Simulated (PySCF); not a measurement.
Molecule: Cd(Br)(NH2), H₂BrCdN, SMILES [NH2][Cd][Br]. Atoms near the plane z = 0.0 Å, at the CAM-B3LYP/def2-SVP optimised geometry (x, y, z in Å): Cd1 (0.0, 0.1, 0.0), Br2 (2.4, 0.1, 0.0), N3 (-2.0, 0.2, 0.0), H4 (-2.4, -0.2, 0.8), H5 (-2.4, -0.1, -0.8).

Calculation: CAM-B3LYP/def2-TZVP, def2 effective core potentials past Kr (PySCF 2.14.0). The core electrons that the potentials of Cd replace are not part of the density. Cells within 0.4 Å of a nucleus heavier than hydrogen are left out (blank, or x). The values are rescaled to run from 0 to 1.

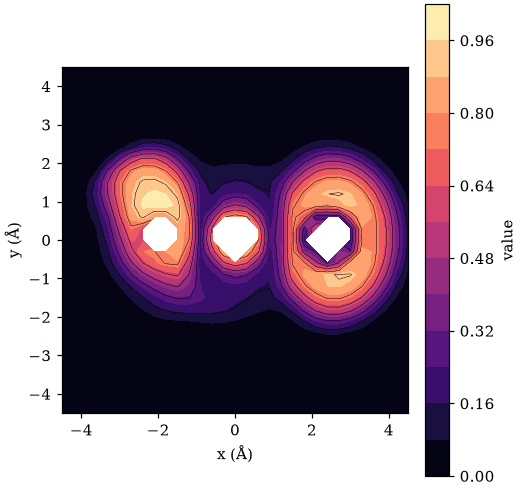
*a field on the plane z = 0.0 Å.*

Q: Which quantity is mapped?
(A) deformation density (molecule minus spherical neutral atoms)
(B) an orbital amplitude
(C) electron localisation function
(D) electrostatic potential

A: C, electron localisation function
